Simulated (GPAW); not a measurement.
# Te K-edge XANES of zinc-blende (ZnTe)₁₋ₓ(CdTe)ₓ at x = 0.75, part 2 of 3

What does the Te K edge look like in zinc-blende (ZnTe)₁₋ₓ(CdTe)ₓ at x = 0.75?

GPAW 26.7.0; X-ray absorption from dipole matrix elements to empty bands, plane-wave PAW LDA.

So far. Step 3 (The field without a hole): The mesh shows a gap of 0.52 eV. The excited electron is kept all the same, so that all members of the series, with or without a gap, are treated alike.

**5. Spectrum with XCH, Te atom 2**

The holes are 9.0 Å apart. In GPAW the data set carries the hole's charge, so charge=0 means a charged cell and charge=-1 a neutral one. The excited electron is kept in the cell, where it fills the lowest empty states and screens the hole. After the field has converged, empty bands are computed with the density fixed and the dipole matrix elements are summed.

The absorber has 1 Zn at 2.65 Å and 3 Cd at 2.80 Å (distorted tetrahedral).

Input file xas.py:

```python
import numpy as np
from ase import Atoms
from ase.parallel import parprint, paropen
from gpaw import GPAW, PW, FermiDirac, Mixer, MixerDif, setup_paths
from gpaw.test import gen
setup_paths.insert(0, '.')
gen('Te', name='fch1s', xcname='LDA', corehole=(1, 0, 1), write_xml=True)
from gpaw.mpi import world
world.barrier()

atoms = Atoms('CdTeZnTeCdTeCdTeCdTeCdTeCdTeZnTe',
    cell=[[0, 6.38675, 6.38675],
     [6.38675, 0, 6.38675],
     [6.38675, 6.38675, 0]],
    scaled_positions=[[0.9995858, 0.9993207, 0.998461],
     [0.1185732, 0.1190305, 0.1397102],
     [0.9998872, 0.0012961, 0.4995852],
     [0.1207426, 0.1206444, 0.619554],
     [0.9993397, 0.4986547, 0.0006729],
     [0.1253779, 0.6236999, 0.1257986],
     [0.0002497, 0.5010012, 0.5027358],
     [0.1339118, 0.6351899, 0.6171954],
     [0.4982858, 0.0002274, 0.9992462],
     [0.6242473, 0.1248421, 0.1253439],
     [0.5014955, 0.9985212, 0.501801],
     [0.6342815, 0.1344555, 0.6165853],
     [0.5014444, 0.5006615, 0.9988516],
     [0.6188772, 0.6201695, 0.1405459],
     [0.4991529, 0.4996074, 0.5002878],
     [0.6203142, 0.6192497, 0.6202287]],
    pbc=True)
atoms.calc = calc = GPAW(legacy_gpaw=True, mode=PW(400, force_complex_dtype=True), xc='LDA', setups={1: 'fch1s'},
    kpts={'size': (3, 3, 3), 'gamma': True}, occupations=FermiDirac(0.04),
    charge=-1, mixer=Mixer(0.1, 5, 50), maxiter=150,
    convergence={'density': 0.0001, 'eigenstates': 1e-6}, txt='scf.txt')
energy = atoms.get_potential_energy() + calc.get_reference_energy()
ef = calc.get_fermi_level()
out = dict(energy=energy, fermi=ef, forces=atoms.get_forces().tolist())
parprint(f'all-electron energy {energy:.4f} eV, Fermi level {ef:.4f} eV')
ev = np.array([[calc.get_eigenvalues(k, s) for k in range(len(calc.get_ibz_k_points()))] for s in range(calc.get_number_of_spins())])
out['homo'], out['lumo'], out['counts'] = ev[ev < ef].max(), ev[ev > ef].min(), sorted(set((ev < ef).sum((0, 2)).tolist()))
out['filled'] = (ev[:, 0] < ef).sum(1).tolist()

from ase.units import Ha
from gpaw.xas import dipole_matrix_elements
nb = int(calc.get_number_of_electrons() / 2) + 265
top, nb = nb, nb + 8 + nb // 12
nscf = calc.fixed_density(kpts={'size': (3, 3, 3), 'gamma': True}, nbands=nb,
    convergence={'bands': top, 'eigenstates': 5e-3}, maxiter=60, txt='nscf.txt')
cell = atoms.cell.array
ops = [cell.T @ U.T @ np.linalg.inv(cell.T) for U in nscf.wfs.kd.symmetry.op_scc]
filled = [72]  # bands filled in the ground state, by spin
E = np.arange(-6, 30, 0.1)
fwhm = np.interp(E, [4, 25], [9.89, 9.89])
Y, X, zero, highest = 0, 0, 1e9, 1e9
for spin in range(nscf.get_number_of_spins()):
    wfs = nscf.wfs
    mine = wfs.bd.get_slice()  # this rank's bands
    A = dipole_matrix_elements(wfs.setups[1])
    eps = np.zeros((wfs.kd.nibzkpts, nb))
    d = np.zeros((3, A.shape[1], wfs.kd.nibzkpts, nb), complex)
    for kpt in wfs.kpt_u:
        if kpt.s == spin and 1 in kpt.P_ani:
            eps[kpt.k, mine] = kpt.eps_n * Ha
            d[:, :, kpt.k, mine] = (kpt.weight * wfs.nspins / 2) ** 0.5 * np.inner(A, kpt.P_ani[1])
    world.sum(eps)
    world.sum(d)
    T = np.einsum('amkn,bmkn->abkn', d, d.conj()).real
    T = sum(np.einsum('ai,ijkn,bj->abkn', R, T, R) for R in ops) / len(ops)
    empty = np.ones_like(eps, bool) & (np.arange(nb) >= filled[spin])
    zero, highest = min(zero, eps[empty].min()), min(highest, eps[:, top - 1].min())
    lines = [(eps, T, empty)] if spin == 0 else lines + [(eps, T, empty)]
for eps, T, empty in lines:
    f = np.einsum('aakn->akn', T).reshape(3, -1)
    x = eps.ravel() - zero
    w = np.interp(x, E, fwhm) / 2.35482
    g = np.exp(-0.5 * ((E[:, None] - x) / w) ** 2) / (w * (2 * np.pi) ** 0.5)
    Y = Y + (f * empty.ravel()) @ g.T
    X = X + (f * ~empty.ravel()) @ g.T
out.update(E=E.round(2).tolist(), xas=Y.tolist(), xes=X.tolist(), zero=zero, valid=highest - zero, nk=len(eps), nb=nb)
for i in range(0, len(E), 10):
    parprint(f'{E[i]:7.2f}', *(f'{v:10.3e}' for v in Y[:, i]))
import json
with paropen('out.json', 'w') as f:
    json.dump(out, f)
```

Started as:

```
OMP_NUM_THREADS=1 mpirun -n 4 gpaw python xas.py
```

Numbers of over 12 decimals in the logs are rounded to 6 here.

What it wrote:

```text
Input parameters:
  charge: -1
  convergence: {density: 0.0001,
                eigenstates: 1e-06}
  kpts: {gamma: True,
         size: (3, 3, 3)}
  maxiter: 150
  mixer: {backend: pulay,
          beta: 0.1,
          method: separate,
          nmaxold: 5,
          weight: 50}
  mode: {ecut: 400.0,
         force_complex_dtype: True,
         name: pw}
  occupations: {fixmagmom: False,
                name: fermi-dirac,
                width: 0.04}
  setups: {1: fch1s}

Initialize ...

[... PAW data sets ...]

Reference energy: -2455006.402747  # eV

Spin-paired calculation

[... convergence settings ...]
Symmetries present (total): 1
  [... symmetry matrices ...]

27 k-points: 3 x 3 x 3 Monkhorst-Pack grid
14 k-points in the irreducible part of the Brillouin zone
       k-points in crystal coordinates                weights
   0:     0.00000000    0.00000000    0.00000000          1/27
   1:     0.00000000    0.00000000    0.33333333          2/27
   2:     0.00000000    0.33333333   -0.33333333          2/27
   3:     0.00000000    0.33333333    0.00000000          2/27
   4:     0.00000000    0.33333333    0.33333333          2/27
   5:     0.33333333   -0.33333333   -0.33333333          2/27
   6:     0.33333333   -0.33333333    0.00000000          2/27
   7:     0.33333333   -0.33333333    0.33333333          2/27
   8:     0.33333333    0.00000000   -0.33333333          2/27
   9:     0.33333333    0.00000000    0.00000000          2/27
          ...
  13:     0.33333333    0.33333333    0.33333333          2/27

Wave functions: Plane wave expansion
  Cutoff energy: 400.000 eV
  Number of coefficients (min, max): 9409, 9491
  Pulay-stress correction: 0.000000 eV/Ang^3 (de/decut=0.000000)
  Using FFTW library
  Wavefunction extrapolation:
    Improved wavefunction reuse through dual PAW basis

Occupation numbers: Fermi-Dirac:
  width: 0.0400  # eV

Eigensolver
   Davidson(niter=2)

Densities:
  Coarse grid: 42*42*42 grid
  Fine grid: 84*84*84 grid
  Total Charge: 0.000000

Density mixing:
  Method: separate
  Backend: pulay
  Linear mixing parameter: 0.1
  old densities: 5
  Width of damping distribution: 1.1
  Damping of long wavelength oscillations: 50

[... Hamiltonian set-up ...]
Number of atoms: 16
Number of atomic orbitals: 104
Number of bands in calculation: 91
Number of valence electrons: 145
Bands to converge: occupied

... initialized

Initializing position-dependent things.

Density initialized from atomic densities
Creating initial wave functions:
  91 bands from LCAO basis set

                                         Cd

              Cd             Cd

                          Te   Cd
                ZTe
                      Zn
                   Te

         Te            CdTe

               Te
                    Cd
                 Te

       Te

Atomic positions and initial magnetic moments

Positions:
   0 Cd    12.759332   12.761025   12.766516    ( 0.0000,  0.0000,  0.0000)
   1 Te     1.652512    1.649592    1.517515    ( 0.0000,  0.0000,  0.0000)
   2 Zn     3.199004    9.576755    6.394307    ( 0.0000,  0.0000,  0.0000)
   3 Te     4.727462    4.728089    1.541678    ( 0.0000,  0.0000,  0.0000)
   4 Cd     3.189081    6.386830    9.567316    ( 0.0000,  0.0000,  0.0000)
   5 Te     4.786860    1.604202    4.784173    ( 0.0000,  0.0000,  0.0000)
   6 Cd     6.410617    3.212443    3.201364    ( 0.0000,  0.0000,  0.0000)
[...]
13 Te     4.858499    4.850245    7.913482    ( 0.0000,  0.0000,  0.0000)
  14 Zn     6.386081    6.383178    6.378832    ( 0.0000,  0.0000,  0.0000)
  15 Te     7.916239    7.923037    7.916785    ( 0.0000,  0.0000,  0.0000)

Unit cell:
           periodic     x           y           z      points  spacing
  1. axis:    yes    0.000000    6.386750    6.386750    42     0.1756
  2. axis:    yes    6.386750    0.000000    6.386750    42     0.1756
  3. axis:    yes    6.386750    6.386750    0.000000    42     0.1756

  Lengths:   9.032228   9.032228   9.032228
  Angles:   60.000000  60.000000  60.000000

Effective grid spacing dv^(1/3) = 0.1916

iter:   1   -61.956968
iter:   2   -60.702048   -0.78  -1.28
iter:   3   -58.712547   -1.22  -1.34
iter:   4   -58.697630   -2.55  -1.58
iter:   5   -58.666360c  -2.50  -1.60
iter:   6   -58.592663   -2.58  -2.06
iter:   7   -58.585884   -3.40  -2.44
iter:   8   -58.583652c  -4.13  -2.75
iter:   9   -58.583154c  -4.96  -3.11
iter:  10   -58.583135c  -5.42  -3.37
iter:  11   -58.583135c  -5.70  -3.48
iter:  12   -58.583124c  -6.35c -3.69
iter:  13   -58.583116c  -6.41c -3.87
iter:  14   -58.583106c  -7.12c -4.12c

Converged after 14 iterations.

Dipole moment: (-34.185775, -34.282710, -37.620448) |e|*Ang

Energy contributions relative to reference atoms: (reference = -2455006.402747)

Kinetic:       +139.764506
Potential:     -130.459773
External:        +0.000000
XC:             -69.596230
Entropy (-ST):   -0.011936
Local:           +1.714359
SIC:             +0.000000
--------------------------
Free energy:    -58.589074
Extrapolated:   -58.583106

Showing only first 2 kpts
 Kpt  Band  Eigenvalues  Occupancy
  0    70      3.49307    2.00000
  0    71      3.50409    2.00000
  0    72      3.88502    2.00000
  0    73      4.92926    1.99228

  1    70      3.22966    2.00000
  1    71      3.27215    2.00000
  1    72      4.97314    1.97706
[...]
Fermi level: 5.15140

No gap
No difference between direct/indirect transitions

Forces in eV/Ang:
  0 Cd   -0.44275   -0.42942   -0.32001
  1 Te    0.06471    0.06656   -0.07048
  2 Zn    0.45361    0.46236   -0.50166
  3 Te   -0.02955   -0.02140    0.08343
  4 Cd    0.34925   -0.50401    0.43927
  5 Te    0.01289    0.06379   -0.00239
  6 Cd    0.06209    0.04511   -0.05356
[...]
13 Te   -0.00858    0.01264   -0.03525
 14 Zn    0.05628    0.05315   -0.05840
 15 Te   -0.01887   -0.01122    0.01342
Scalar-relativistic atomic LDA calculation for Te (Tellurium, Z=52)
Core hole in 1s state (1s occupation: 1.0)
750 radial gridpoints.
|------------------------------------------------|
|------------------------------------------------|
[... the atom generator's iteration count ...]

Energy contributions:
-------------------------
Kinetic:    +5831.321357
XC:          -153.513662
Potential: -11291.352197
-------------------------
Total:      -5613.544503

state      eigenvalue         ekin         rmax
-----------------------------------------------
1s^1.0 : -1185.210848  1493.397688        0.018
2s^2.0 :  -184.998891   318.100813        0.100
2p^6.0 :  -168.074627   302.795167        0.080
3s^2.0 :   -37.640471    92.789286        0.288
3p^6.0 :   -31.872313    86.742867        0.280
3d^10.0:   -22.685311    79.709545        0.231
4s^2.0 :    -6.878637    26.496093        0.685
4p^6.0 :    -5.026799    23.022209        0.715
4d^10.0:    -2.212504    16.857816        0.777
5s^2.0 :    -0.963070     4.683437        1.695
5p^4.0 :    -0.571806     3.187339        1.973
-----------------------------------------------
(units: Bohr and Hartree)

Generating PAW setup
Kinetic energy of the core from tauc = 5969.273166888248
Cutoffs:
rc(s)=2.230
rc(p)=2.260
rc(d)=2.340
rc(vbar)=2.160
rc(comp)=2.160
rc(nct)=2.340

Kinetic energy of the core states: 5809.205126
Charge: 1.0
Core electrons: 45.0
Valence electrons: 6.0
Pseudo-core charge: 1.309408
Shape function alpha=2.143
Pseudo-electron charge 8.249732
state    eigenvalue         norm
--------------------------------
5s(2) :    -0.963070     1.337789
*s    :     0.036930
5p(4) :    -0.571806     1.066187
*p    :     0.428194
*d    :     0.000000
--------------------------------

Diagonalizing with gridspacing h=0.050

state   all-electron     PAW
-------------------------------
5s:      -0.963070    -0.968339
5p:      -0.571806    -0.574561
*d:                   -0.150635
*f:                   -0.022715
-------------------------------
all-electron energy -2455064.9859 eV, Fermi level 5.1514 eV
[...]
27.00  1.226e-08  1.226e-08  1.230e-08
  28.00  1.218e-08  1.218e-08  1.224e-08
  29.00  1.197e-08  1.197e-08  1.206e-08
```

Run time: 9.7 min. Hardware: 4 MPI ranks of Arm Neoverse V1, shared host; peak memory 0.88 GiB; 39 min of CPU time.

The Te K spectrum, Te atom 2, excited-electron core hole (neutral cell) (energy from the bottom of the conduction band, which holds the excited electron; intensity scaled to a mean of 1 over the first 20 eV):

| E (eV) | intensity |
| --- | --- |
| -2.0 | 0.34 |
| -0.5 | 0.51 |
| 1.0 | 0.70 |
| 2.5 | 0.88 |
| 4.0 | 1.02 |
| 5.5 | 1.10 |
| 7.0 | 1.13 |
| 8.5 | 1.11 |
| 10.0 | 1.07 |
| 11.5 | 1.03 |
| 13.0 | 1.00 |
| 14.5 | 0.99 |
| 16.0 | 1.00 |
| 17.5 | 1.01 |
| 19.0 | 1.02 |
| 20.5 | 1.02 |
| 22.0 | 1.01 |
| 23.5 | 1.01 |
| 25.0 | 1.01 |
| 26.5 | 1.01 |
| 28.0 | 1.00 |
| 29.5 | 0.97 |

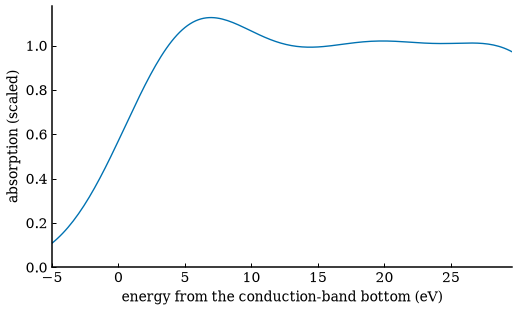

The Te K edge, Te atom 2, excited-electron core hole (neutral cell): main maxima at 7.0 and 19.8 eV.

Main maxima below 24 eV (height): 7.0 eV (1.13) and 19.8 eV (1.02). A K edge sees empty p states on the absorber.

The energy difference (zero at 31877 eV) isn't read as a photon energy: for so heavy an absorber the terms left out (the hole's spin, the functional's error) amount to tens of eV or more.

**6. Reference energy of the cell**

The absorbing element, whose data set is made anew, changes for the next run, so it gets a reference energy of its own.

Input file scf.py:

```python
import numpy as np
from ase import Atoms
from ase.parallel import parprint, paropen
from gpaw import GPAW, PW, FermiDirac, Mixer, MixerDif, setup_paths
from gpaw.test import gen
setup_paths.insert(0, '.')
gen('Zn', name='nch1s', xcname='LDA', corehole=(1, 0, 0), write_xml=True)
from gpaw.mpi import world
world.barrier()

atoms = Atoms('CdTeZnTeCdTeCdTeCdTeCdTeCdTeZnTe',
    cell=[[0, 6.38675, 6.38675],
     [6.38675, 0, 6.38675],
     [6.38675, 6.38675, 0]],
    scaled_positions=[[0.9995858, 0.9993207, 0.998461],
     [0.1185732, 0.1190305, 0.1397102],
     [0.9998872, 0.0012961, 0.4995852],
     [0.1207426, 0.1206444, 0.619554],
     [0.9993397, 0.4986547, 0.0006729],
     [0.1253779, 0.6236999, 0.1257986],
     [0.0002497, 0.5010012, 0.5027358],
     [0.1339118, 0.6351899, 0.6171954],
     [0.4982858, 0.0002274, 0.9992462],
     [0.6242473, 0.1248421, 0.1253439],
     [0.5014955, 0.9985212, 0.501801],
     [0.6342815, 0.1344555, 0.6165853],
     [0.5014444, 0.5006615, 0.9988516],
     [0.6188772, 0.6201695, 0.1405459],
     [0.4991529, 0.4996074, 0.5002878],
     [0.6203142, 0.6192497, 0.6202287]],
    pbc=True)
atoms.calc = calc = GPAW(legacy_gpaw=True, mode=PW(400, force_complex_dtype=True), xc='LDA', setups={14: 'nch1s'},
    kpts={'size': (3, 3, 3), 'gamma': True}, occupations=FermiDirac(0.02),
    charge=0, mixer=Mixer(0.1, 5, 50), maxiter=150,
    convergence={'density': 0.0001, 'eigenstates': 1e-6}, txt='scf.txt')
energy = atoms.get_potential_energy() + calc.get_reference_energy()
ef = calc.get_fermi_level()
out = dict(energy=energy, fermi=ef, forces=atoms.get_forces().tolist())
parprint(f'all-electron energy {energy:.4f} eV, Fermi level {ef:.4f} eV')
ev = np.array([[calc.get_eigenvalues(k, s) for k in range(len(calc.get_ibz_k_points()))] for s in range(calc.get_number_of_spins())])
out['homo'], out['lumo'], out['counts'] = ev[ev < ef].max(), ev[ev > ef].min(), sorted(set((ev < ef).sum((0, 2)).tolist()))
out['filled'] = (ev[:, 0] < ef).sum(1).tolist()
import json
with paropen('out.json', 'w') as f:
    json.dump(out, f)
```

Started as:

```
OMP_NUM_THREADS=1 mpirun -n 4 gpaw python scf.py
```

What it wrote:

```text
Input parameters:
  convergence: {density: 0.0001,
                eigenstates: 1e-06}
  kpts: {gamma: True,
         size: (3, 3, 3)}
  maxiter: 150
  mixer: {backend: pulay,
          beta: 0.1,
          method: separate,
          nmaxold: 5,
          weight: 50}
  mode: {ecut: 400.0,
         force_complex_dtype: True,
         name: pw}
  occupations: {fixmagmom: False,
                name: fermi-dirac,
[...]
*s    :     0.771506
4p(0) :    -0.045217     1.008310
*p    :     0.954783
3d(10):    -0.383140     0.154691
*d    :     0.616860
--------------------------------

Diagonalizing with gridspacing h=0.050

state   all-electron     PAW
-------------------------------
4s:      -0.228494    -0.228671
4p:      -0.045217    -0.045275
3d:      -0.383140    -0.383726
*f:                    0.072913
-------------------------------
all-electron energy -2486941.7192 eV, Fermi level 3.7953 eV
[key lines of the parts left out:]
Converged after 13 iterations.
Dipole moment: (-33.287719, -33.382609, -36.676956) |e|*Ang
Free energy:    -50.146737
Fermi level: 3.79529
```

Wall time 1.8 min (4 MPI ranks); peak memory 0.42 GiB.

Reference energy: -2486941.719 eV with the cores included.

[end of part 2 of 3]

[Banner, clock and machine lines of the logs are left out without a mark of their own.]

[Logs are printed without paths, hosts, clocks, repeated set-up lines and the standing remarks that a program may print on its own settings, such as how far it seeks lower states.]

[Hosts, paths, dates, database ids (printed as entryN), source tags and the programs' standing remarks are cut or masked in the printed files.]

[Lists of maxima count a maximum above −3 eV only where it reaches 4 % of the highest in the window and stands out from its surroundings by 2 % of it (1.5 % where it reaches 55 %); shoulders and weaker maxima are passed over, and of the rest the first, up to two pre-edge ones and the few strongest are named.]
